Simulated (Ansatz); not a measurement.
# How fast states decay through NaGeI3, part 2 of 3

Wanted: the relaxed cell of NaGeI3, its band edges and its decay constants. It is built by putting Na for Cs, I for Br in the CsGeBr3 structure of space group Cm, with the volume rescaled by atomic radii. The parent structure comes from the Materials Project.

Ansatz 0.2.0; LDA DFT, plane waves, PAW files (the session's first sound run).

So far. Step 2 (Cell and atoms at rest): The largest force component on a free atom ends at 0.0049 eV/Å.

The structure was built from a prototype and need not be the compound's stable phase.

### 3. Band edges

The energy window and the wavevectors of the next steps follow from the band edges, so these are searched first, off the mesh as well.

The input, input.yaml:

```yaml
crystal:
  lattice:
    - [4.4318495033, -3.9369515998, 0.0739985418]
    - [4.4318495033, 3.9369515998, 0.0739985418]
    - [-0.1741456066, 0.0, 5.7352780276]
  atoms:
    - { symbol: Na, position: [0.7628967564, 0.7628967564, 0.5982821529] }
    - { symbol: Ge, position: [0.3964988383, 0.3964988383, 0.1113871323] }
    - { symbol: I, position: [0.424328112, 0.424328112, 0.5992127184] }
    - { symbol: I, position: [0.4675001897, 0.9345761037, 0.0991089982] }
    - { symbol: I, position: [0.9345761037, 0.4675001897, 0.0991089982] }
kpoints:
  mp_grid: { grid: [4, 4, 4] }
  band_path: { path: [VBM, CBM], npoints: 30 }
scf:
  occupations: { method: fixed }
hamiltonian:
  xc: lda
output:
  eigenvalues: true
  write_potential: true
  write_density: true
  volumetric_format: npy
```

On the command line:

```bash
$ ansatz run input.yaml --threads 2 --pin off --max-ram 4096MiB --backend cpu --events-out ev --progress --plain --runs-dir out
```

Numbers of over 12 decimals in the logs are rounded to 6 here.

What it wrote:

```text
[...]
Crystal: 5 atoms, lattice volume = 200.239 Å³
Basis set: ecut = 420 eV, 3897 PW (Γ)
Bands: 45, of which v1, the nominal top of the filled ones, is band 37 counted from 1 (36 counted from 0)
Symmetry: 2 space group operations
[...]
k-points: 24 of 64 (time reversal used)
[...]
SCF iter   1: F=—  HF=-27752.655993 eV  |F-HF|=—  |Δ(HF+E_count)|=         —  Δρ=4.50e-3  dr2=2.01e-2  ethr=1.77e-3  ⟨swp⟩=5.1  Hψ=3708  notcnv=0  defer=121
[...]
SCF iter   8: F=-27752.647613 eV  HF=-27752.647613 eV  |F-HF|=2.54e-8  |Δ(HF+E_count)|=   5.98e-7  Δρ=2.12e-6  dr2=1.44e-8  ethr=1.35e-10  ⟨swp⟩=14.2  Hψ=5146  notcnv=0
SCF 1 converged in 8 iterations: F = -27752.647613 eV  dr2 = 1.44e-8
[...]
NSCF: frozen V_eff on 68 k-points
[...]
SCF converged after 8 iterations
Free energy (F): -27752.647613 eV
[...]
Internal energy: -27752.647613 eV  (E = F + TS)
E sigma→0 (E₀):  -27752.647613 eV
Fermi energy:    4.087346 eV
[...]
--- Band table (eV; the first three rows and the last of 24) ---
  k-point 0: bands = [... 33 lower, 2.2991, 2.3396, 2.4723, 2.8295, 6.1070, 7.2935, 7.9946, 8.4385, ... 4 higher]
  k-point 1: bands = [... 33 lower, 2.1255, 2.3001, 2.3197, 2.8386, 6.7735, 7.2508, 7.5791, 8.8810, ... 4 higher]
  k-point 2: bands = [... 33 lower, 2.0716, 2.1738, 2.8482, 3.2362, 5.4065, 7.4091, 8.0498, 8.2344, ... 4 higher]
  k-point 23: bands = [... 33 lower, 2.9214, 3.1354, 3.2078, 4.0873, 4.8996, 5.0817, 5.4342, 6.6894, ... 4 higher]
```

The job ended after 1.7 min (2 threads of Arm Neoverse V1, shared host; peak memory 0.58 GiB).

Reading the cycles: dr2 is the Hartree energy of the density residual (eV), the measure of convergence; HF is the Harris–Foulkes estimate of the energy, which meets the free energy F at convergence.

This step gave:

| Quantity | Value |
| --- | --- |
| Fermi energy | 4.087 eV |
| gap on the k-mesh | 0.8122 eV |
| gap on path | 0.7583 eV, by band count; negative where bands overlap |
| direct gap on path | 0.7697 eV |
| edge places on path | 0, 1.491 1/A along the path |

Electronic bands along the path, in eV, zero at the Fermi level (highest filled level under fixed occupations); # counts the bands kept:

```csv
point,#7,#8,#9,#10,#11,#12,#13,#14
VBM,-1.18,-1.00,-0.99,0.05,0.82,0.92,1.70,2.65
CBM,-1.17,-0.95,-0.88,0.00,0.81,0.99,1.35,2.60
```

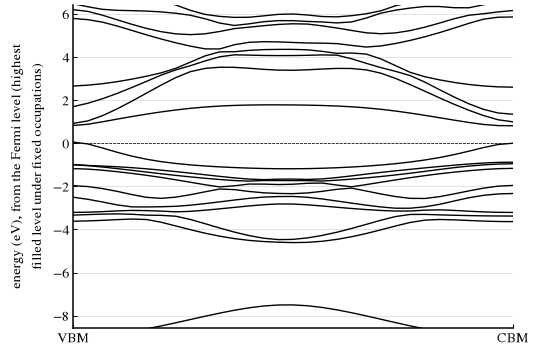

Electronic bands along the path.

The searched edges give 0.758 eV, under the 0.812 eV of the mesh, which misses an edge.

### 4. Complex bands

This step: LDA DFT, plane waves, PAW files; complex bands by layer matching along the plane's normal (Ansatz 0.2.0).

The same crystal is laid in a cell whose first two vectors span the (001) plane (indices of the standard conventional cell, whose axes can be ordered otherwise than in the bulk input). At fixed energy and wavevector in the plane the solver finds all kz, real and complex. A few wavevectors are listed, (0, 0) and (-0.5, -0.5) in units of the plane's reciprocal vectors; the slowest state needn't be among them.

The input, input.yaml:

```yaml
crystal:
  lattice:
    - [5.928436025, 0.0, 0.0]
    - [0.699539961, 5.887019411, 0.0]
    - [-0.058596383, -0.05204576, 5.737386029]
  atoms:
    - { symbol: Na, position: [0.7628967564, 0.7628967564, 0.5982821529] }
    - { symbol: Ge, position: [0.3964988383, 0.3964988383, 0.1113871323] }
    - { symbol: I, position: [0.424328112, 0.424328112, 0.5992127184] }
    - { symbol: I, position: [0.4675001897, 0.9345761037, 0.0991089982] }
    - { symbol: I, position: [0.9345761037, 0.4675001897, 0.0991089982] }
kpoints:
  mp_grid: { grid: [4, 4, 4] }
scf:
  occupations: { method: fixed }
hamiltonian:
  xc: lda
output:
  eigenvalues: true
  transmission:
    leads: [[0, 0]]
    kpoints: [[0.0, 0.0], [-0.5, -0.5]]
    e_range: [-1.0, 1.76]
    de: 0.07
```

What it wrote:

```text
[...]
Crystal: 5 atoms, lattice volume = 200.239 Å³
Basis set: ecut = 420 eV, 3897 PW (Γ)
Bands: 45, of which v1, the nominal top of the filled ones, is band 37 counted from 1 (36 counted from 0)
Symmetry: 2 space group operations
[...]
k-points: 24 of 64 (time reversal used)
[...]
SCF iter   1: F=—  HF=-27752.655171 eV  |F-HF|=—  |Δ(HF+E_count)|=         —  Δρ=4.56e-3  dr2=2.03e-2  ethr=1.77e-3  ⟨swp⟩=5.1  Hψ=3836  notcnv=0  defer=121
[...]
SCF iter   8: F=-27752.647613 eV  HF=-27752.647613 eV  |F-HF|=2.33e-8  |Δ(HF+E_count)|=   5.08e-7  Δρ=2.07e-6  dr2=1.32e-8  ethr=1.35e-10  ⟨swp⟩=14.2  Hψ=5133  notcnv=0
SCF 1 converged in 8 iterations: F = -27752.647613 eV  dr2 = 1.32e-8
[...]
transmission: 8 of 16 steps passed
transmission: 16 of 16 steps passed
SCF converged after 8 iterations
Free energy (F): -27752.647613 eV
[...]
Internal energy: -27752.647613 eV  (E = F + TS)
E sigma→0 (E₀):  -27752.647613 eV
Fermi energy:    4.087347 eV
[...]
--- Band table (eV; the first three rows and the last of 24) ---
  k-point 0: bands = [... 33 lower, 2.2991, 2.3396, 2.4723, 2.8295, 6.1070, 7.2935, 7.9946, 8.4385, ... 4 higher]
  k-point 1: bands = [... 33 lower, 2.1255, 2.3001, 2.3197, 2.8386, 6.7735, 7.2508, 7.5791, 8.8810, ... 4 higher]
  k-point 2: bands = [... 33 lower, 2.0716, 2.1738, 2.8482, 3.2362, 5.4065, 7.4091, 8.0497, 8.2344, ... 4 higher]
  k-point 23: bands = [... 33 lower, 2.9214, 3.1354, 3.2078, 4.0873, 4.8996, 5.0817, 5.4342, 6.6893, ... 4 higher]
--- Transmission ---
  basis      : 303 plane waves across, 8 finite elements along
  points     : 2, as listed
  energies   : 40 from -1.000000 to 1.730000 eV about the Fermi level, 0.070000 eV apart; the leads are filled to 0.406114 eV, and channels, transmission and decay are at 0.400000 eV
  crystal 0  : I3Ge1Na1, at the sites [0, 0], period 5.7374 Å: whole cells are its period
    offset         : up to 0.0000 Å between an atom of the period and one for which it stands
    channels       : 0.000000e0 a spin
    conductance    : none, the energies end too early or step too widely for 300 K: set another output.transmission.e_range or a lower de, or, where they end at an eighth of basis.ecutwfc, a higher one
    slowest decay  : 0.0613 /Å at (-0.5000, -0.5000)
```

It took 66 s on 2 threads; peak memory 1 GiB; 2.1 min of CPU time.

This step gave:

| Item | Value |
| --- | --- |
| level to which the leads are filled | 0.4061 eV from the Fermi level |
| decay constant at the filling level, zone centre | 0.1044 Å⁻¹ |
| decay constant at the filling level, slowest listed point | 0.0613 Å⁻¹ |

K parallel (0, 0); values up to 1.5 1/Å, a degenerate pair printed once or twice; energies at which all values exceed this have no row. The Im kz of the slowest decaying states by energy, zero at the highest filled level on the SCF mesh:

```csv
energy (eV),decay 1 (Å⁻¹),decay 2 (Å⁻¹),decay 3 (Å⁻¹),decay 4 (Å⁻¹)
-1.0000,0.317,0.357,0.666,0.751
-0.7200,0.0549,0.341,0.392,0.769
-0.5100,0.082,0.341,0.365,0.410
-0.2300,0.0993,0.340,0.386,0.428
-0.0200,0.105,0.335,0.396,0.437
0.2600,0.106,0.326,0.406,0.445
0.4700,0.103,0.315,0.410,0.448
0.7500,0.0915,0.296,0.413,0.449
1.0300,0.0699,0.270,0.413,0.447
1.2400,0.0383,0.246,0.411,0.444
1.5200,0.203,0.407,0.437,0.741
```

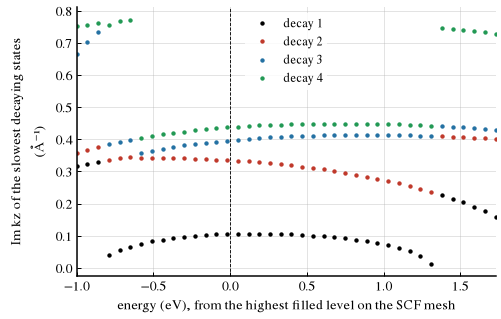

Im kz of the slowest decaying states against energy.

K parallel (-0.5, -0.5); values up to 1.5 1/Å, a degenerate pair printed once or twice; energies at which all values exceed this have no row. The Im kz of the slowest decaying states by energy, zero at the highest filled level on the SCF mesh:

```csv
energy (eV),decay 1 (Å⁻¹),decay 2 (Å⁻¹),decay 3 (Å⁻¹),decay 4 (Å⁻¹)
-1.0000,0.146,0.240,0.529,0.594
-0.7200,0.193,0.226,0.399,0.593
-0.5100,0.245,0.255,0.505,0.607
-0.2300,0.273,0.286,0.530,0.611
-0.0200,0.272,0.301,0.526,0.585
0.2600,0.0571,0.251,0.307,0.512
0.4700,0.0613,0.217,0.300,0.499
0.7500,0.0475,0.110,0.274,0.479
1.0300,0.222,0.433,0.455,0.548
1.2400,0.140,0.380,0.434,0.520
1.5200,0.296,0.399,0.477,0.703
```

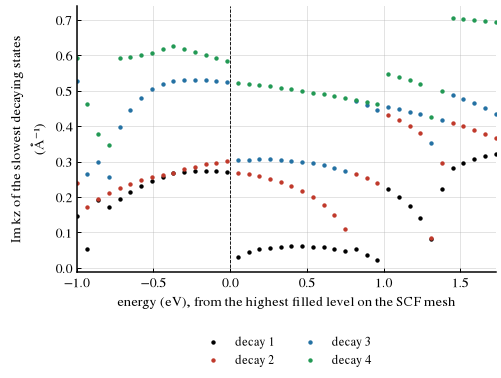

Im kz of the slowest decaying states, plotted against energy.

K parallel (-0.5, -0.5). The Re kz of states that move upwards by energy, zero at the highest filled level on the SCF mesh:

```csv
energy (eV),channel 1 (Å⁻¹),channel 2 (Å⁻¹)
-1.00,0.453,-
-0.79,-,-
-0.58,0.301,-
-0.37,0.408,-
-0.16,0.471,-
-0.02,0.517,-
0.05,-,-
0.26,-,-
0.47,-,-
0.68,-,-
0.89,-0.438,-
1.10,-0.518,-0.286
1.31,-0.486,-
1.52,-0.460,-0.350
1.73,-0.437,-0.177
```

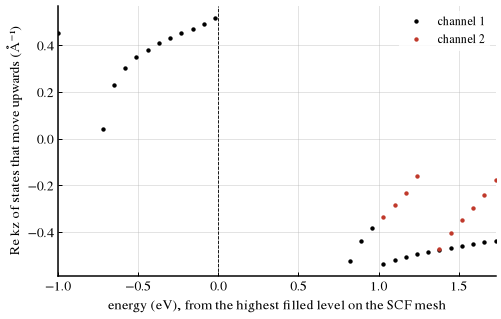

Re kz of states that move upwards, plotted against energy.

At the listed wavevectors the last open channel is at -0.02 eV and the next at +0.82 eV on the grid. At +0.40 eV, the grid energy nearest the filling level (the middle of the gap on the SCF mesh), the slowest state at the listed wavevectors decays with κ = 0.0613 Å⁻¹, its amplitude falling by e over 16 Å. Through 1 nm of this crystal that state's transmission falls by exp(−2 × 0.0613 Å⁻¹ × 10 Å) = 0.29.

### 5. Decay over the two-dimensional zone

The listed points could miss the slowest state, so one energy near mid-gap is solved on a mesh of 6×6.

Changes to input.yaml since step 4:

```diff
@@ -19,6 +19,2 @@
   eigenvalues: true
-  transmission:
-    leads: [[0, 0]]
-    kpoints: [[0.0, 0.0], [-0.5, -0.5]]
-    e_range: [-1.0, 1.76]
-    de: 0.07
+  transmission: { leads: [[0, 0]], kmesh: [6, 6], e_range: [0.38, 0.39], de: 0.05 }
```

What it wrote:

```text
[...]
Crystal: 5 atoms, lattice volume = 200.239 Å³
Basis set: ecut = 420 eV, 3897 PW (Γ)
Bands: 45, of which v1, the nominal top of the filled ones, is band 37 counted from 1 (36 counted from 0)
Symmetry: 2 space group operations
[...]
k-points: 24 of 64 (time reversal used)
[...]
SCF iter   1: F=—  HF=-27752.655171 eV  |F-HF|=—  |Δ(HF+E_count)|=         —  Δρ=4.56e-3  dr2=2.03e-2  ethr=1.77e-3  ⟨swp⟩=5.1  Hψ=3836  notcnv=0  defer=121
[...]
SCF iter   8: F=-27752.647613 eV  HF=-27752.647613 eV  |F-HF|=2.33e-8  |Δ(HF+E_count)|=   5.08e-7  Δρ=2.07e-6  dr2=1.32e-8  ethr=1.35e-10  ⟨swp⟩=14.2  Hψ=5133  notcnv=0
SCF 1 converged in 8 iterations: F = -27752.647613 eV  dr2 = 1.32e-8
[...]
transmission: 32 of 104 steps passed
transmission: 64 of 104 steps passed
transmission: 96 of 104 steps passed
transmission: 104 of 104 steps passed
SCF converged after 8 iterations
Free energy (F): -27752.647613 eV
[...]
Internal energy: -27752.647613 eV  (E = F + TS)
E sigma→0 (E₀):  -27752.647613 eV
Fermi energy:    4.087347 eV
[...]
--- Band table (eV; the first three rows and the last of 24) ---
  k-point 0: bands = [... 33 lower, 2.2991, 2.3396, 2.4723, 2.8295, 6.1070, 7.2935, 7.9946, 8.4385, ... 4 higher]
  k-point 1: bands = [... 33 lower, 2.1255, 2.3001, 2.3197, 2.8386, 6.7735, 7.2508, 7.5791, 8.8810, ... 4 higher]
  k-point 2: bands = [... 33 lower, 2.0716, 2.1738, 2.8482, 3.2362, 5.4065, 7.4091, 8.0497, 8.2344, ... 4 higher]
  k-point 23: bands = [... 33 lower, 2.9214, 3.1354, 3.2078, 4.0873, 4.8996, 5.0817, 5.4342, 6.6893, ... 4 higher]
--- Transmission ---
  basis      : 303 plane waves across, 8 finite elements along
  points     : 13, standing for a mesh of 6 x 6
  energies   : 1 from 0.380000 to 0.380000 eV about the Fermi level; the leads are filled to 0.406114 eV, and channels, transmission and decay are at 0.380000 eV
  crystal 0  : I3Ge1Na1, at the sites [0, 0], period 5.7374 Å: whole cells are its period
[...]
channels       : 0.000000e0 a spin
    conductance    : none, crystal 0 has no channel at the energies, or these end too early or step too widely for 300 K: set another output.transmission.e_range or a lower de, or, where they end at an eighth of basis.ecutwfc, a higher one
    slowest decay  : 0.0611 /Å at (0.5000, 0.5000)
```

Elapsed: 70 s, on 2 threads; peak memory 1.2 GiB.

This step gave:

```yaml
least_decay_constant_on_the_mesh: 0.0611 Å⁻¹
```

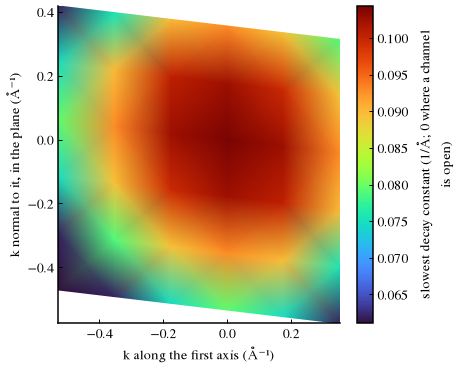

Slowest decay constant (1/Å; 0 where a channel is open) over k1 and k2. At 0.3800 eV from the Fermi level.

The least value on the mesh is 0.0611 Å⁻¹ at +0.38 eV. At that energy the listed points give about 0.0609 Å⁻¹ by interpolation, so the mesh holds no clearly slower state.

### 6. Band edges at another level

This step: PBEsol DFT, plane waves, PAW files (Ansatz 0.2.0).

The edges again with PBEsol, at the same atoms.

The input, input.yaml:

```yaml
crystal:
  lattice:
    - [4.4318495033, -3.9369515998, 0.0739985418]
    - [4.4318495033, 3.9369515998, 0.0739985418]
    - [-0.1741456066, 0.0, 5.7352780276]
  atoms:
    - { symbol: Na, position: [0.7628967564, 0.7628967564, 0.5982821529] }
    - { symbol: Ge, position: [0.3964988383, 0.3964988383, 0.1113871323] }
    - { symbol: I, position: [0.424328112, 0.424328112, 0.5992127184] }
    - { symbol: I, position: [0.4675001897, 0.9345761037, 0.0991089982] }
    - { symbol: I, position: [0.9345761037, 0.4675001897, 0.0991089982] }
kpoints:
  mp_grid: { grid: [4, 4, 4] }
  band_path: { path: [VBM, CBM], npoints: 30 }
scf:
  occupations: { method: fixed }
hamiltonian:
  xc: pbesol
output:
  eigenvalues: true
```

What it wrote:

```text
[...]
Crystal: 5 atoms, lattice volume = 200.239 Å³
Basis set: ecut = 420 eV, 3897 PW (Γ)
Bands: 45, of which v1, the nominal top of the filled ones, is band 37 counted from 1 (36 counted from 0)
Symmetry: 2 space group operations
[...]
k-points: 24 of 64 (time reversal used)
[...]
SCF iter   1: F=—  HF=-28029.119305 eV  |F-HF|=—  |Δ(HF+E_count)|=         —  Δρ=2.13e-3  dr2=1.00e-2  ethr=1.77e-3  ⟨swp⟩=5.2  Hψ=3604  notcnv=0  defer=121
[...]
SCF iter   8: F=-28029.114169 eV  HF=-28029.114168 eV  |F-HF|=6.96e-8  |Δ(HF+E_count)|=   7.74e-7  Δρ=1.95e-6  dr2=1.71e-8  ethr=1.35e-10  ⟨swp⟩=14.0  Hψ=5044  notcnv=0
SCF 1 converged in 8 iterations: F = -28029.114169 eV  dr2 = 1.71e-8
[...]
SCF converged after 8 iterations
Free energy (F): -28029.114169 eV
[...]
Internal energy: -28029.114169 eV  (E = F + TS)
E sigma→0 (E₀):  -28029.114169 eV
Fermi energy:    4.340388 eV
[...]
--- Band table (eV; the first three rows and the last of 24) ---
  k-point 0: bands = [... 33 lower, 2.4731, 2.5147, 2.6389, 3.0018, 6.5094, 7.5096, 8.1856, 8.7280, ... 4 higher]
  k-point 1: bands = [... 33 lower, 2.2970, 2.4877, 2.4932, 3.0100, 7.1622, 7.4718, 7.8074, 9.1118, ... 4 higher]
  k-point 2: bands = [... 33 lower, 2.2379, 2.3450, 3.0188, 3.4493, 5.6364, 7.6203, 8.4402, 8.5942, ... 4 higher]
  k-point 23: bands = [... 33 lower, 3.0882, 3.2972, 3.3721, 4.3404, 5.1147, 5.2944, 5.6475, 7.0687, ... 4 higher]
```

The job ended after 1.7 min (2 threads; peak memory 0.59 GiB; 3.4 min of CPU time).

This step gave:

```
free energy         : -28029.1142 eV
Fermi energy        : 4.340 eV
gap on the k-mesh   : 0.7743 eV
gap on path         : 0.7246 eV, by band count; negative where bands overlap
direct gap on path  : 0.7326 eV
edge places on path : 0, 1.493 1/A along the path
```

The electronic bands at the labelled points (eV, zero at the Fermi level (highest filled level under fixed occupations); # counts the bands kept):

```csv
point,#7,#8,#9,#10,#11,#12,#13,#14
VBM,-1.26,-1.09,-1.07,0.05,0.78,0.88,1.64,2.78
CBM,-1.25,-1.04,-0.97,0.00,0.77,0.95,1.31,2.73
```

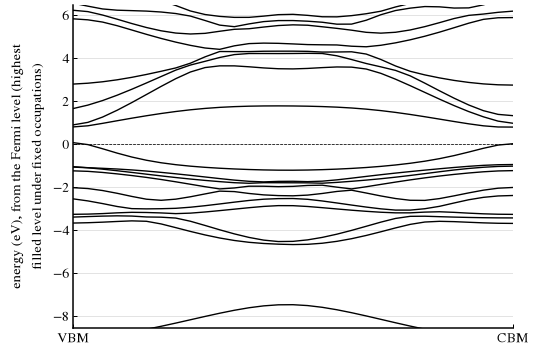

Electronic bands along the path.

The searched edges give 0.725 eV, under the 0.774 eV of the mesh, which misses an edge.

For the gap on path, step 3 gave 0.758 eV; this run, with PBEsol, gives 0.725 eV.

(Part 2 of 3 ends here.)

[Logs are printed without paths, hosts, clocks, repeated set-up lines and the standing remarks that a program may print on its own settings, such as how far it seeks lower states.]

[Hosts, paths, dates, database ids (printed as entryN), source tags and the programs' standing remarks are cut or masked in the printed files.]
